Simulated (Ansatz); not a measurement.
Nudged elastic band of C3H9ClGe

C3H9ClGe, computed with RKS PBE/def2-SVP (Ansatz 0.2.0).

It belongs to a series of runs on one base structure; here: band between the two ends. Figures and captions count atoms from 1; the log counts them from 0 in places.

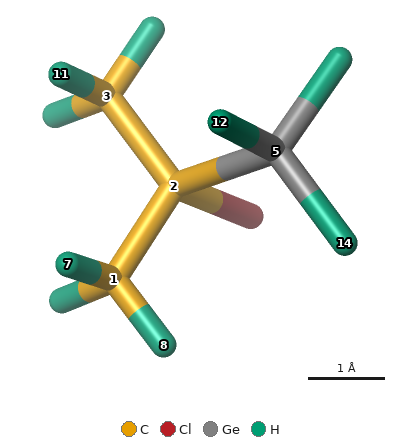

The starting structure (stick view, seen at a tilt; atoms are numbered from 1 in the order of the input). Sticks mark near contacts. Bond lengths as drawn: C–C 1.53 Å, C–Cl 1.85 Å, C–Ge 2.00 Å, C–H 1.11 Å and Ge–H 1.55 to 1.56 Å.

Input file
```yaml
crystal:
  periodic: [false, false, false]
  atoms:
    - { symbol: C, position_ang: [-1.470719, 0.321892, 0.370971] }
    - { symbol: C, position_ang: [-0.04179, 0.362498, -0.163377] }
    - { symbol: C, position_ang: [0.964735, 0.828058, 0.885049] }
    - { symbol: Cl, position_ang: [0.004853, 1.56169, -1.568651] }
    - { symbol: Ge, position_ang: [0.494474, -1.384551, -0.982866] }
    - { symbol: H, position_ang: [-1.771583, 1.319546, 0.755317] }
    - { symbol: H, position_ang: [-1.543984, -0.404668, 1.208117] }
    - { symbol: H, position_ang: [-2.194917, 0.023483, -0.412125] }
    - { symbol: H, position_ang: [0.688001, 1.831135, 1.273493] }
    - { symbol: H, position_ang: [1.990362, 0.891306, 0.47177] }
    - { symbol: H, position_ang: [0.97735, 0.119999, 1.740931] }
    - { symbol: H, position_ang: [0.506545, -2.485601, 0.119138] }
    - { symbol: H, position_ang: [1.91313, -1.247516, -1.588698] }
    - { symbol: H, position_ang: [-0.529458, -1.76647, -2.080269] }
basis:
  gaussian: { orbitals: def2-SVP }
hamiltonian:
  xc: pbe
neb:
  order_check: false
  images: 5
  f_tol: 0.05
  max_iterations: 60
  initial_path: idpp
  final_atoms:
    - { symbol: C, position_ang: [-1.47642935, 0.30650003, 0.36069948] }
    - { symbol: C, position_ang: [-0.05383918, 0.34807768, -0.18970085] }
    - { symbol: C, position_ang: [0.94610421, 0.91912778, 0.8115468] }
    - { symbol: Cl, position_ang: [-0.0530178, 1.44092611, -1.68009067] }
    - { symbol: Ge, position_ang: [0.52725198, -1.43884931, -0.8830674] }
    - { symbol: H, position_ang: [-1.52021372, -0.35733735, 1.25032742] }
    - { symbol: H, position_ang: [-2.19777029, -0.07081354, -0.39027098] }
    - { symbol: H, position_ang: [-1.8040166, 1.32093075, 0.67264056] }
    - { symbol: H, position_ang: [0.64168836, 1.93906576, 1.12897347] }
    - { symbol: H, position_ang: [1.96580166, 0.98330118, 0.38408647] }
    - { symbol: H, position_ang: [0.98713364, 0.27567594, 1.71616619] }
    - { symbol: H, position_ang: [0.56737447, -2.45772243, 0.2949493] }
    - { symbol: H, position_ang: [1.94272454, -1.31144488, -1.49903463] }
    - { symbol: H, position_ang: [-0.48579292, -1.92663673, -1.94842518] }
```

Hardware: 2 threads of AMD EPYC (Zen 4), 16 GiB of memory available, shared host.

Run as:
```bash
ansatz run input.yaml --threads 2 --pin off --max-ram 3072MiB --backend cpu --events-out ev --progress --plain --runs-dir out
```

Log
```
Engine: ansatz 0.2.0, x86_64-unknown-linux-gnu
Functional definition: PBE
  parameter kappa = 0.804
  parameter beta = 0.06672455060314922
  exchange = pbe_x(kappa = kappa, mu = beta*pi^2/3)
  correlation = pbe_c(beta = beta)
1542 factors; their error is unknown
mean field evaluation 1: about -72255.8984 eV, gradient 6.7e1 eV
mean field evaluation 2: about -72233.1440 eV, gradient 1.1e2 eV
mean field evaluation 4: about -72266.7256 eV, gradient 8.9e0 eV
mean field evaluation 8: about -72266.9078 eV, gradient 3.1e-1 eV
mean field evaluation 16: about -72266.8274 eV, gradient 5.5e-4 eV
mean field -72266.82735483 eV, -2655.7569210751 hartree, gradient 3.6e-5 eV, S^2 0.000000; 0 other end points of the search recorded, 0 dependent functions left out
the calculation of the forces begins
reference -72266.82739335 eV, -2655.7569224906 hartree; 38, 38 occupied and 99, 99 virtual orbitals, 1542 factors
1542 factors; their error is unknown
mean field evaluation 32: about -72266.8274 eV, gradient 4.2e-3 eV
mean field -72266.82738331 eV, -2655.7569221218 hartree, gradient 3.8e-5 eV, S^2 0.000000; 0 other end points of the search recorded, 0 dependent functions left out
[... from here on the field's lines of each further geometry are left out, up to the last ...]
NEB iter   1: max|band force component| = 1.113e0 eV/Å  barrier→ = 0.2350 eV  barrier← = 0.2350 eV  Δτ_max = 0.0909 Å  (201 SCF iters)
NEB iter   2: max|band force component| = 5.774e-1 eV/Å  barrier→ = 0.1890 eV  barrier← = 0.1890 eV  Δτ_max = 0.0283 Å  (148 SCF iters)
NEB iter   3: max|band force component| = 1.061e-1 eV/Å  barrier→ = 0.1837 eV  barrier← = 0.1837 eV  CI = image 3  Δτ_max = 0.0130 Å  (150 SCF iters)
the calculation of the forces begins
reference -72266.78361496 eV, -2655.7553136645 hartree; 38, 38 occupied and 99, 99 virtual orbitals, 1542 factors
1542 factors; their error is unknown
mean field evaluation 320: about -72266.7271 eV, gradient 2.4e-1 eV
mean field -72266.64534588 eV, -2655.7502323695 hartree, gradient 2.4e-5 eV, S^2 0.000000; 1 other end points of the search recorded, 0 dependent functions left out
the calculation of the forces begins
reference -72266.64538455 eV, -2655.7502337906 hartree; 38, 38 occupied and 99, 99 virtual orbitals, 1542 factors
NEB iter   4: max|band force component| = 4.352e-2 eV/Å  barrier→ = 0.1820 eV  barrier← = 0.1820 eV  CI = image 3  Δτ_max = 0.0000 Å  (302 SCF iters)
```

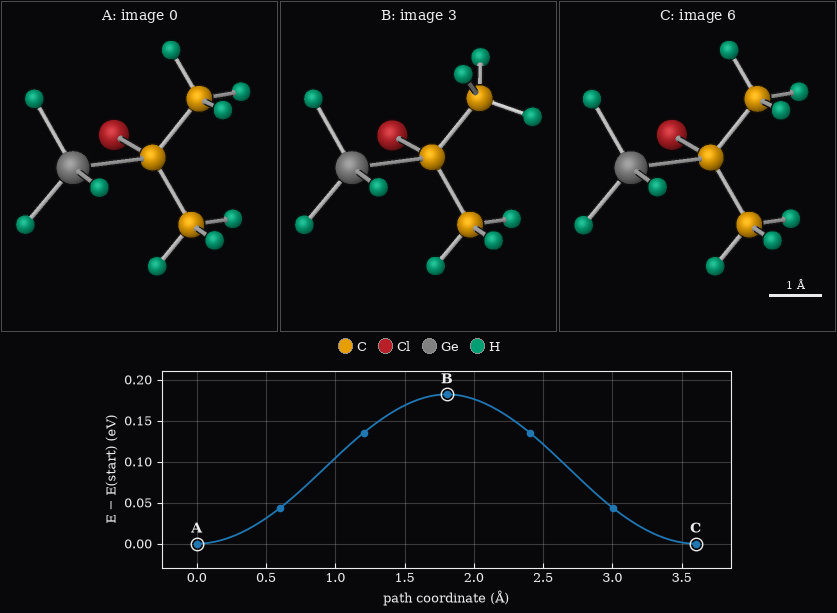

Images of the last band (counted from 0; ball-and-stick, seen at a tilt) above the energy along the path; the line is a cubic interpolation that uses the forces. The highest image is number 3, 0.182 eV above the start and 0.182 eV above the end (the climbing image); start and end have the same energy. The path is 3.60 Å long. The band converged in 4 iterations.

```
Total energy: -72266.64538455 eV, -2655.7502337906 hartree
Atom 0 at    -1.505495     0.282538     0.325688 Å, force     0.001115     0.002008    -0.015104 eV/Å
Atom 1 at    -0.063733     0.320549    -0.228912 Å, force     0.000910     0.030495    -0.043520 eV/Å
Atom 2 at     0.909344     1.043237     0.700462 Å, force    -0.012655    -0.014595     0.002217 eV/Å
Atom 3 at    -0.053848     1.230426    -1.847725 Å, force    -0.004871    -0.023639     0.040340 eV/Å
Atom 4 at     0.599988    -1.504768    -0.711228 Å, force     0.014508     0.000126    -0.000208 eV/Å
Atom 5 at    -1.553024     0.761136     1.324848 Å, force    -0.009644    -0.006915     0.009024 eV/Å
Atom 6 at    -1.899404    -0.749592     0.428747 Å, force     0.002629     0.005307     0.011495 eV/Å
Atom 7 at    -2.198095     0.829298    -0.341092 Å, force     0.003795     0.003139     0.000322 eV/Å
Atom 8 at     0.568797     2.083157     0.890991 Å, force     0.000420     0.000695    -0.005944 eV/Å
Atom 9 at     1.931179     1.086992     0.275568 Å, force     0.002747     0.003205     0.002102 eV/Å
Atom 10 at     0.959039     0.515507     1.676860 Å, force     0.005886    -0.001165    -0.000874 eV/Å
Atom 11 at     0.661835    -2.376186     0.579412 Å, force    -0.004223     0.002326     0.002649 eV/Å
Atom 12 at     2.016075    -1.398166    -1.330169 Å, force     0.003967    -0.003988    -0.001275 eV/Å
Atom 13 at    -0.385658    -2.153326    -1.714651 Å, force    -0.004586     0.003002    -0.001223 eV/Å
Dipole moment:    -0.059978    -0.053323     0.350321 e Å
this run last wrote the band of iteration 4 to [file]
```

The last band as extended XYZ (Å, eV, eV/Å)
```
14
Properties=species:S:1:pos:R:3:forces:R:3 image=0 energy=-72266.82736
C    -1.4707    0.3219    0.3710    0.0001   0.0069   0.0025
C    -0.0418    0.3625   -0.1634    0.0015  -0.0122  -0.0012
C     0.9647    0.8281    0.8850   -0.0042   0.0043   0.0001
Cl    0.0049    1.5617   -1.5687   -0.0001   0.0011   0.0014
Ge    0.4945   -1.3846   -0.9829   -0.0018   0.0101   0.0017
H    -1.7716    1.3195    0.7553   -0.0029   0.0011   0.0010
H    -1.5440   -0.4047    1.2081    0.0037  -0.0014  -0.0013
H    -2.1949    0.0235   -0.4121    0.0008   0.0009   0.0007
H     0.6880    1.8311    1.2735    0.0009   0.0008   0.0003
H     1.9904    0.8913    0.4718    0.0002   0.0019   0.0000
H     0.9774    0.1200    1.7409   -0.0010  -0.0014  -0.0017
H     0.5065   -2.4856    0.1191    0.0000  -0.0044  -0.0007
H     1.9131   -1.2475   -1.5887    0.0035  -0.0040  -0.0001
H    -0.5295   -1.7665   -2.0803   -0.0007  -0.0039  -0.0027
14
Properties=species:S:1:pos:R:3:forces:R:3 image=1 energy=-72266.78378
C    -1.4828    0.3107    0.3519    0.0133  -0.0030  -0.0020
C    -0.0526    0.3567   -0.1916    0.0020   0.0173  -0.0223
C     0.9482    0.8965    0.8268   -0.0065  -0.0124   0.0084
Cl   -0.0184    1.4904   -1.6537   -0.0003  -0.0050   0.0302
Ge    0.5261   -1.4250   -0.8989    0.0005   0.0034  -0.0075
H    -1.6942    1.1951    0.9891   -0.0285   0.0468  -0.0528
H    -1.6387   -0.5978    0.9716    0.0294   0.0320   0.0672
H    -2.2237    0.2924   -0.4693   -0.0010  -0.0674  -0.0137
H     0.6636    1.9251    1.1347    0.0067  -0.0071   0.0121
H     1.9763    0.9336    0.4160    0.0019  -0.0051   0.0090
H     0.9564    0.2557    1.7339   -0.0029  -0.0142   0.0020
H     0.5693   -2.4326    0.2896   -0.0030  -0.0006  -0.0097
H     1.9421   -1.2992   -1.5138   -0.0047   0.0044  -0.0111
H    -0.4846   -1.9306   -1.9576   -0.0068   0.0108  -0.0099
14
Properties=species:S:1:pos:R:3:forces:R:3 image=2 energy=-72266.69227
C    -1.4960    0.2964    0.3395    0.0061  -0.0042  -0.0067
C    -0.0591    0.3410   -0.2133    0.0037   0.0310  -0.0402
C     0.9310    0.9697    0.7646   -0.0098  -0.0184   0.0105
Cl   -0.0329    1.3756   -1.7523   -0.0020  -0.0086   0.0470
Ge    0.5631   -1.4661   -0.8083    0.0056   0.0038  -0.0094
H    -1.6189    1.0031    1.1858   -0.0277   0.0600  -0.0357
H    -1.7668   -0.7154    0.7074    0.0355   0.0135   0.0780
H    -2.2299    0.5692   -0.4407   -0.0070  -0.0634  -0.0336
H     0.6200    2.0076    1.0097    0.0093  -0.0064   0.0076
H     1.9568    1.0070    0.3484    0.0041  -0.0065   0.0103
H     0.9568    0.3874    1.7102   -0.0011  -0.0152   0.0027
H     0.6184   -2.3987    0.4396   -0.0055   0.0033  -0.0073
H     1.9791   -1.3517   -1.4259   -0.0029   0.0024  -0.0123
H    -0.4348   -2.0543   -1.8359   -0.0083   0.0087  -0.0110
14
Properties=species:S:1:pos:R:3:forces:R:3 image=3 energy=-72266.64535
C    -1.5055    0.2825    0.3257    0.0011   0.0020  -0.0151
C    -0.0637    0.3205   -0.2289    0.0009   0.0305  -0.0435
C     0.9093    1.0432    0.7005   -0.0127  -0.0146   0.0022
Cl   -0.0538    1.2304   -1.8477   -0.0049  -0.0236   0.0403
Ge    0.6000   -1.5048   -0.7112    0.0145   0.0001  -0.0002
H    -1.5530    0.7611    1.3248   -0.0096  -0.0069   0.0090
H    -1.8994   -0.7496    0.4287    0.0026   0.0053   0.0115
H    -2.1981    0.8293   -0.3411    0.0038   0.0031   0.0003
H     0.5688    2.0832    0.8910    0.0004   0.0007  -0.0059
H     1.9312    1.0870    0.2756    0.0027   0.0032   0.0021
H     0.9590    0.5155    1.6769    0.0059  -0.0012  -0.0009
H     0.6618   -2.3762    0.5794   -0.0042   0.0023   0.0026
H     2.0161   -1.3982   -1.3302    0.0040  -0.0040  -0.0013
H    -0.3857   -2.1533   -1.7147   -0.0046   0.0030  -0.0012
14
Properties=species:S:1:pos:R:3:forces:R:3 image=4 energy=-72266.69208
C    -1.5084    0.2724    0.3040   -0.0010   0.0058  -0.0043
C    -0.0689    0.2989   -0.2425   -0.0003   0.0219  -0.0356
C     0.8817    1.1105    0.6347   -0.0090  -0.0058  -0.0051
Cl   -0.0852    1.0801   -1.9254   -0.0090  -0.0337   0.0182
Ge    0.6343   -1.5391   -0.6090    0.0125  -0.0028   0.0112
H    -1.5087    0.4844    1.3924    0.0071  -0.0805   0.0289
H    -2.0154   -0.7009    0.1482   -0.0274   0.0143  -0.0631
H    -2.1271    1.0478   -0.1881    0.0228   0.0597   0.0452
H     0.5109    2.1485    0.7705   -0.0102   0.0053  -0.0158
H     1.8996    1.1613    0.2013   -0.0020   0.0114  -0.0075
H     0.9544    0.6392    1.6384    0.0086   0.0132  -0.0042
H     0.7041   -2.3491    0.7199    0.0003   0.0015   0.0127
H     2.0509   -1.4359   -1.2276    0.0068  -0.0069   0.0119
H    -0.3351   -2.2475   -1.5879    0.0007  -0.0034   0.0076
14
Properties=species:S:1:pos:R:3:forces:R:3 image=5 energy=-72266.78358
C    -1.5085    0.2622    0.2773    0.0076   0.0007  -0.0007
C    -0.0755    0.2796   -0.2600   -0.0003   0.0124  -0.0170
C     0.8510    1.1677    0.5664   -0.0049  -0.0019  -0.0049
Cl   -0.1188    0.9488   -1.9858   -0.0100  -0.0180   0.0017
Ge    0.6658   -1.5644   -0.5052    0.0031  -0.0042   0.0111
H    -1.4957    0.1841    1.3843    0.0016  -0.0803   0.0063
H    -2.1046   -0.5825   -0.1210   -0.0218   0.0317  -0.0603
H    -2.0338    1.2015    0.0086    0.0258   0.0415   0.0561
H     0.4508    2.2010    0.6407   -0.0094   0.0036  -0.0149
H     1.8667    1.2225    0.1285   -0.0036   0.0075  -0.0085
H     0.9387    0.7596    1.5961    0.0049   0.0137  -0.0037
H     0.7490   -2.2936    0.8687    0.0004   0.0035   0.0128
H     2.0830   -1.4659   -1.1230    0.0039  -0.0029   0.0129
H    -0.2810   -2.3498   -1.4468    0.0025  -0.0074   0.0091
14
Properties=species:S:1:pos:R:3:forces:R:3 image=6 energy=-72266.82738
C    -1.4967    0.2692    0.3020   -0.0024   0.0028   0.0010
C    -0.0692    0.3161   -0.2351    0.0029  -0.0054  -0.0062
C     0.8816    1.0691    0.6909   -0.0005   0.0036   0.0008
Cl   -0.1015    1.2005   -1.8576   -0.0002   0.0003   0.0010
Ge    0.6183   -1.5120   -0.6788   -0.0005   0.0011   0.0012
H    -1.5200   -0.2724    1.2716   -0.0012  -0.0007  -0.0004
H    -2.1840   -0.2435   -0.3990   -0.0012  -0.0003   0.0003
H    -1.8834    1.2963    0.4730   -0.0002  -0.0008   0.0007
H     0.5177    2.1037    0.8668    0.0000  -0.0007   0.0004
H     1.9035    1.1324    0.2687    0.0017   0.0001   0.0011
H     0.9416    0.5543    1.6735    0.0015   0.0008  -0.0002
H     0.6929   -2.3621    0.6247    0.0003  -0.0015   0.0002
H     2.0352   -1.3892   -1.2924   -0.0006   0.0002   0.0001
H    -0.3489   -2.1917   -1.6796    0.0003   0.0004  -0.0001
```

Key numbers

- outcome: converged
- barrier, forward: 0.182 eV
- barrier, backward: 0.182 eV
- wall time: 54 s (CPU time 1.7 min)
- peak memory: 0.22 GiB

Remarks

The order of the saddle point was not checked.
